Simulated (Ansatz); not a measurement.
**H2Si···C2H6: density, localisation and related maps**

The calculation's input:

```
crystal:
  periodic: [false, false, false]
  atoms:
    - { symbol: Si, position_ang: [-1.755951, 1.678706, 0.971996] }
    - { symbol: C, position_ang: [0.363216, 0.079781, -0.751734] }
    - { symbol: C, position_ang: [0.513069, -1.373811, -0.301919] }
    - { symbol: H, position_ang: [-0.656466, 0.287245, -1.087682] }
    - { symbol: H, position_ang: [-0.636616, 2.723745, 1.200337] }
    - { symbol: H, position_ang: [-1.138528, 0.754051, 2.050306] }
    - { symbol: H, position_ang: [0.629573, 0.790311, 0.067124] }
    - { symbol: H, position_ang: [1.025972, 0.335388, -1.604569] }
    - { symbol: H, position_ang: [1.564559, -1.613559, -0.043629] }
    - { symbol: H, position_ang: [0.193937, -2.079596, -1.096098] }
    - { symbol: H, position_ang: [-0.102665, -1.582261, 0.595767] }
basis:
  gaussian: { orbitals: def2-SVP }
hamiltonian:
  xc: pbe
relax:
  f_tol: 0.03
  max_steps: 50
output:
  orbitals: {}
```

Launched as:

```sh
ansatz run input.yaml --threads 2 --pin off --max-ram 3072MiB --backend cpu --events-out ev --progress --plain --runs-dir out
```

The fields are those of the relaxed geometry.

Method: Ansatz, RKS PBE/def2-SVP.

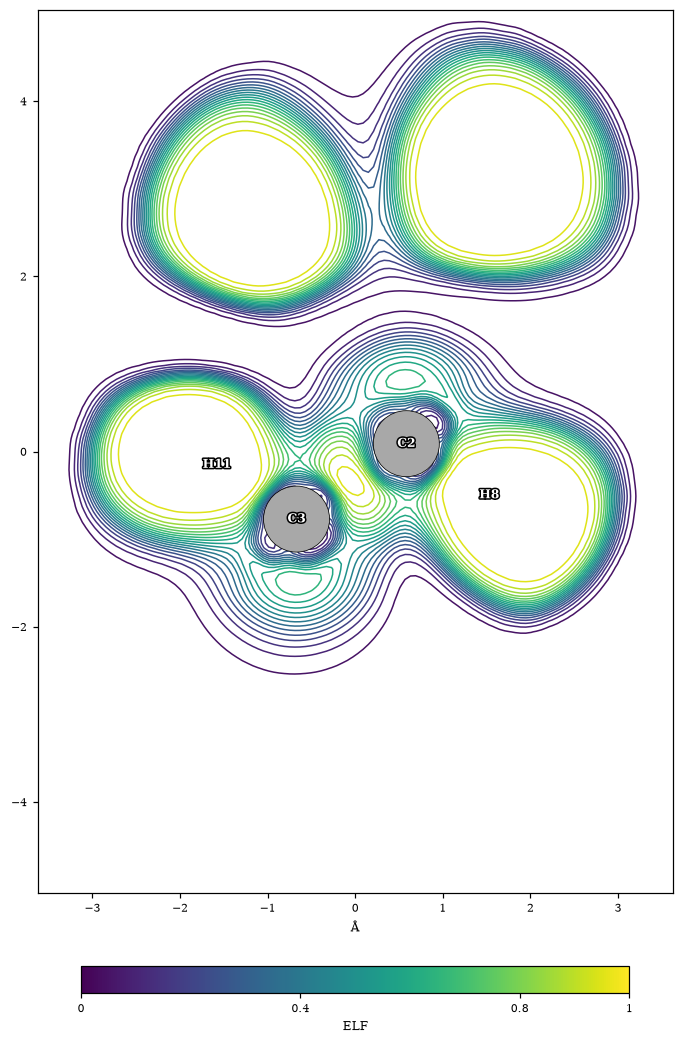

Figure 1. ELF on the plane of atoms C2, C3 and H11. Grey discs cover the atomic cores.

**Describe what can be read from this map.**

- The section cuts through C and H sites.
- C–C (1.52 Å): the ELF peaks at about 1 between the atoms: localised, covalent bonding.
- C–H (1.11 Å): the ELF climbs to about 1 towards the hydrogen, as it does in any bond to H: an ordinary covalent bond to hydrogen.

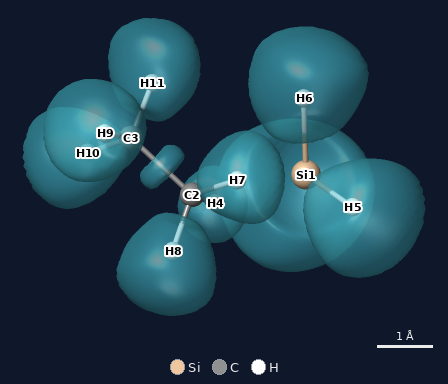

Figure 2. Isosurface of the electron localisation function at 0.8 (cyan), seen at a tilt. Only the valence region is drawn (cores and ρ < 0.01 e/Å³ removed).

**Identify the bonds, lone pairs and shells in this picture.**

At this value the surface marks out one region between bonded C–C atoms (shared pairs), eight regions around hydrogen nuclei and one lobe on Si, pointing away from the bonds (lone pairs). Along the contacts the grid gives the following. Si1···H4 (1.92 Å): the ELF climbs to about 1 towards the hydrogen.

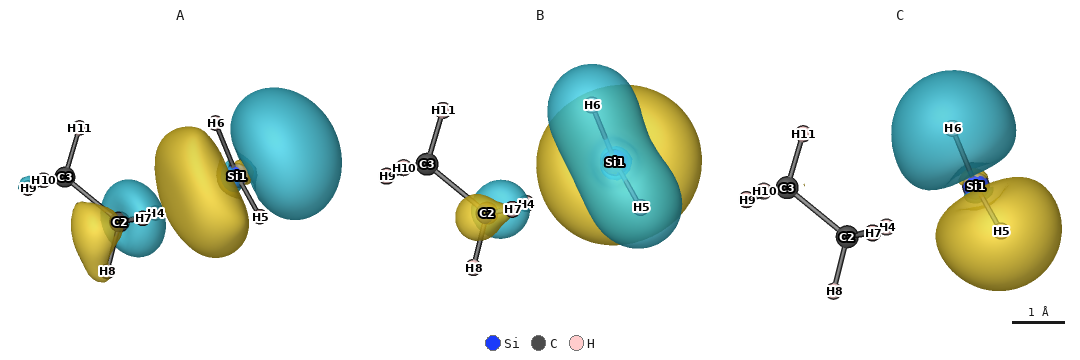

Figure 3. Three frontier orbitals at ±0.1 Å⁻³ᐟ² (yellow and cyan are the two phases), in no order.

**Order the three orbitals by energy and name them.**

C is the HOMO−1 (−7.42 eV). By Hirshfeld shares it lies mainly on Si1 (about 45 %), H5 (about 25 %) and H6 (about 25 %). B is the HOMO (−5.27 eV). It lies mainly on Si1 (about 75 %), H5 (about 10 %) and H6 (about 10 %). A is the LUMO (−2.83 eV). It lies mainly on Si1 (about 70 %) and C2 (about 10 %).

**What is the HOMO–LUMO gap?**

2.44 eV between the orbital energies.
